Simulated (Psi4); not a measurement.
# UCCSD/def2-TZVP run of N2H3 (SMILES [NH]N)

What is the vertical ionisation energy of N2H3 at UCCSD/def2-TZVP? 

Program for the calculation: Psi4 1.11.

## 1. The molecule

N2H3 has 5 atoms, charge 0, and is taken as a doublet. SMILES: `[NH]N`. The shape is that of a PBE0-D4/def2-TZVP optimisation. This is one conformer, not always the lowest.

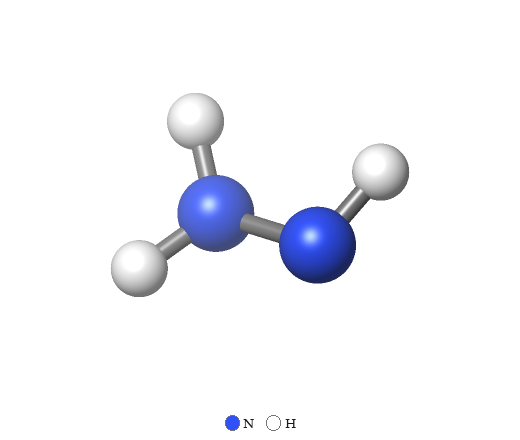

The structure, seen from a chosen angle (nitrogen blue, hydrogen white).

## 2. A single-point energy at UCCSD/def2-TZVP

Contents of input.in:

```
memory 2200 MB

molecule system {
  0 2
  N
  N 1 r2
  H 1 r3 2 a3
  H 2 r4 1 a4 3 d4
  H 2 r5 4 a5 1 d5

  r2 = 1.33797
  r3 = 1.021299
  a3 = 106.08223
  r4 = 1.007527
  a4 = 113.89412
  d4 = -167.93368
  r5 = 1.0117
  a5 = 114.61469
  d5 = -145.08413
  units angstrom
  symmetry c1
  no_reorient
  no_com
}

set basis def2-TZVP
set reference uhf
set puream true
set e_convergence 1e-09
set d_convergence 1e-08
set scf_type pk
set num_frozen_docc 2
set maxiter 100

E, wfn = energy('ccsd', return_wfn=True)
```

Started as:

```bash
$ psi4 -i input.in -o input.out -n 1
```

input.out:

```text
[...]
  Running in c1 symmetry.
[...]
  Nuclear repulsion =   36.727991347160405
[...]
  Multiplicity = 2
[...]
  Nalpha       = 9
  Nbeta        = 8
[...]
    Number of basis functions: 80
[...]
   @UHF iter   1:  -110.54344157655036   -5.95640e-01   4.49820e-03 DIIS/ADIIS
[...]
   @UHF iter  17:  -110.62372763336138   -5.49960e-12   7.13584e-09 DIIS
[...]
   @S^2 Observed:                7.656861243E-01
[...]
    Orbital Energies [Eh]
    ---------------------
    Alpha Occupied:
       1A    -15.595539     2A    -15.587065     3A     -1.311600
       4A     -1.006108     5A     -0.733457     6A     -0.644209
       7A     -0.597803     8A     -0.472898     9A     -0.357364
    Alpha Virtual:
      10A      0.128525    11A      0.164752    12A      0.202674
      13A      0.389420    14A      0.437752    15A      0.469543
      16A      0.520321    17A      0.522291    18A      0.544279
      19A      0.569796    20A      0.602097    21A      0.644317
      22A      0.685806    23A      0.702883    24A      0.775967
      25A      1.061517    26A      1.170771    27A      1.237716
[...]
  @UHF Final Energy:  -110.62372763336138
   => Energetics <=
    Nuclear Repulsion Energy =             36.7279913471604047
    One-Electron Energy =                -222.8236784164841424
    Two-Electron Energy =                  75.4719594359623471
    Total Energy =                       -110.6237276333613835
  UHF NO Occupations:
  HONO-2 :    7  A 1.9973248
  HONO-1 :    8  A 1.9959109
[...]
 Multipole Moments:
 ------------------------------------------------------------------------------------
     Multipole            Electronic (a.u.)      Nuclear  (a.u.)        Total (a.u.)
 ------------------------------------------------------------------------------------
 L = 1.  Multiply by 2.5417464519 to convert [e a0] to [Debye]
 Dipole X            :         -0.0935731            0.4764617            0.3828885
 Dipole Y            :         -0.1902840            0.7329534            0.5426695
 Dipole Z            :         -0.4150678            1.1112479            0.6961801
 Magnitude           :                                                    0.9621645
[...]
      * MP2 total energy                      = -111.013421901530265
[...]
      * CCSD total energy                     = -111.035640514522512
[...]
```

Run time: 67 s. Hardware: 1 thread of Intel Xeon at 2.50GHz (Skylake/Cascade Lake), shared host; peak memory 0.63 GiB.

## 3. The singlet cation, same level

Contents of input.json:

```json
{
 "schema_name": "qcschema_input",
 "schema_version": 1,
 "molecule": {
  "schema_name": "qcschema_molecule",
  "schema_version": 2,
  "symbols": ["N", "N", "H", "H", "H"],
  "geometry": [-0.35451262, -1.54589046, 0.85801125, -0.24313216, 0.44523837, -0.69626959, 1.4358895, -1.79797992, 1.53307811, -1.94821315, 1.11928478, -1.20948141, 1.10994954, 1.77932832, -0.48533836],
  "molecular_charge": 1,
  "molecular_multiplicity": 1,
  "fix_symmetry": "c1",
  "fix_com": true,
  "fix_orientation": true
 },
 "driver": "energy",
 "model": {
  "method": "ccsd",
  "basis": "def2-TZVP"
 },
 "keywords": {
  "reference": "rhf",
  "puream": true,
  "e_convergence": 1e-09,
  "d_convergence": 1e-08,
  "scf_type": "pk",
  "num_frozen_docc": 2
 }
}
```

Started as:

```bash
$ psi4 --qcschema input.json -n 1 --memory 2200MB
```

stdout:

```text
[...]
  Running in c1 symmetry.
[...]
  Nuclear repulsion =   36.727994691660108
[...]
  Multiplicity = 1
[...]
  Nalpha       = 8
  Nbeta        = 8
[...]
    Number of basis functions: 80
[...]
   @RHF iter   1:  -110.27323179786146   -3.25430e-01   3.28334e-03 ADIIS/DIIS
[...]
   @RHF iter  14:  -110.32352107911549   -7.14806e-12   4.29184e-09 DIIS
[...]
    Orbital Energies [Eh]
    ---------------------
    Doubly Occupied:
       1A    -16.006823     2A    -15.986747     3A     -1.654789
       4A     -1.324452     5A     -1.082965     6A     -0.995425
       7A     -0.835236     8A     -0.813733
[...]
  @RHF Final Energy:  -110.32352107911549
   => Energetics <=
    Nuclear Repulsion Energy =             36.7279946916601077
    One-Electron Energy =                -216.7026911457457459
    Two-Electron Energy =                  69.6511753749701370
    Total Energy =                       -110.3235210791154941
[...]
 Multipole Moments:
 ------------------------------------------------------------------------------------
     Multipole            Electronic (a.u.)      Nuclear  (a.u.)        Total (a.u.)
 ------------------------------------------------------------------------------------
 L = 1.  Multiply by 2.5417464519 to convert [e a0] to [Debye]
 Dipole X            :          3.9160397           -3.5858876            0.3301521
 Dipole Y            :          6.9540093           -6.6039314            0.3500779
 Dipole Z            :         -0.9048301            0.9704500            0.0656198
 Magnitude           :                                                    0.4856552
[...]
      * MP2 total energy                      = -110.721933358152299
[...]
      * CCSD total energy                     = -110.739830091940703
[...]
```

The result, in JSON:

```text
{
 "driver": "energy",
 "model": {
  "method": "ccsd",
  "basis": "def2-TZVP"
 },
 "success": true,
 "return_result": -110.7398300919407,
 "properties": {
  "calcinfo_nbasis": 80,
  "calcinfo_nmo": 80,
  "calcinfo_nalpha": 8,
  "calcinfo_nbeta": 8,
  "calcinfo_natom": 5,
  "nuclear_repulsion_energy": 36.72799469166011,
  "return_energy": -110.7398300919407,
  "scf_one_electron_energy": -216.70269114574575,
  "scf_two_electron_energy": 69.65117537497014,
  "scf_dipole_moment": [0.3301521390859907, 0.3500778932221076, 0.06561981899054581],
  "scf_total_energy": -110.3235210791155,
  "scf_iterations": 14,
  "mp2_same_spin_correlation_energy": -0.0932095055526887,
  "mp2_opposite_spin_correlation_energy": -0.30520277348346647,
  "mp2_singles_energy": -3.6791851384974976e-27,
  "mp2_doubles_energy": -0.39841227903615517,
  "mp2_correlation_energy": -0.39841227903615517,
  "mp2_total_energy": -110.7219333581523,
  "ccsd_same_spin_correlation_energy": -0.08143151076976102,
  "ccsd_opposite_spin_correlation_energy": -0.33487750205479677,
  "ccsd_singles_energy": 0.0,
  "ccsd_doubles_energy": -0.4163090128245578,
  "ccsd_correlation_energy": -0.4163090128245576,
  "ccsd_total_energy": -110.7398300919407,
  "ccsd_iterations": 20
 }
}
```

Run time: 23 s. Hardware: 1 thread of Intel Xeon at 2.50GHz (Skylake/Cascade Lake), shared host; peak memory 0.63 GiB.

## 4. Outcome

Level: UCCSD/def2-TZVP, 2 core orbitals frozen.

```
                                                                quantity          value
                                              doublet N2H3: total energy  -111.03564 Eh
doublet N2H3: HOMO energy (Hartree–Fock orbitals) (highest over α and β)       -9.72 eV
 doublet N2H3: LUMO energy (Hartree–Fock orbitals) (lowest over α and β)        3.50 eV
               doublet N2H3: correlation energy (2 core orbitals frozen)     -411.9 mEh
                         doublet N2H3: ⟨S²⟩ of the reference determinant          0.766
                                             doublet N2H3: T1 diagnostic          0.030
                                            singlet cation: total energy  -110.73983 Eh
                     singlet cation: HOMO energy (Hartree–Fock orbitals)      -22.14 eV
                     singlet cation: LUMO energy (Hartree–Fock orbitals)       -6.48 eV
                   singlet cation: HOMO–LUMO gap (Hartree–Fock orbitals)       15.66 eV
             singlet cation: correlation energy (2 core orbitals frozen)     -416.3 mEh
                                           singlet cation: T1 diagnostic          0.026
                      vertical ionisation energy (to the singlet cation)       8.049 eV
```

In words: Removing an electron at fixed nuclei costs 8.05 eV (186 kcal/mol). Only the singlet of the ionised species was computed; a triplet could lie lower. The T1 diagnostic (singlet cation) of 0.026 is above the customary mark for such species, so a single reference may not serve.
